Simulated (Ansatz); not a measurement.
Formation energy of the localised charge states of N interstitial in wurtzite GaN (start: void with 1N nearest, no. 2; 96-site cell, 2×2×2 shifted sampling) against the Fermi level, N-rich (Δμ(N) = 0.00 eV; only phases computed here count, gases as isolated molecules at 0 K). Level of theory: PBE, PAW (plane waves to 420 eV; Ansatz, a quantum-chemistry and plane-wave program).

Charges with a result: +2, +1, 0, −1, −2. Others weren't obtained, and one of them could lie lower, also by skipping a charge.

Set-up: 96-site cell; 2×2×2 shifted k-points; host gap 1.71 eV; charged states image-corrected; not converged in cell size; flagged in the runs: a host whose relaxation on this sampling wasn't shown to rest, a strain field that reaches the edge of the cell.

Left out: charge +2 (level within 0.1 eV of a band edge or past it); charge −1 (level within 0.1 eV of a band edge or past it); charge −2 (carrier in host band states).

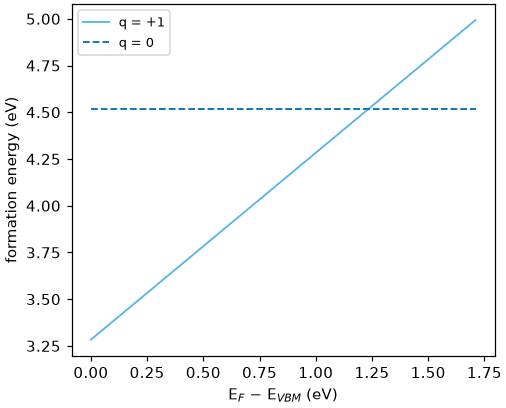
Formation energy of each charge state against the Fermi level

Crossings of the lowest lines: (+1/0) at 1.23 eV. At the valence-band maximum: q = +1: 3.28 eV; q = 0: 4.51 eV.
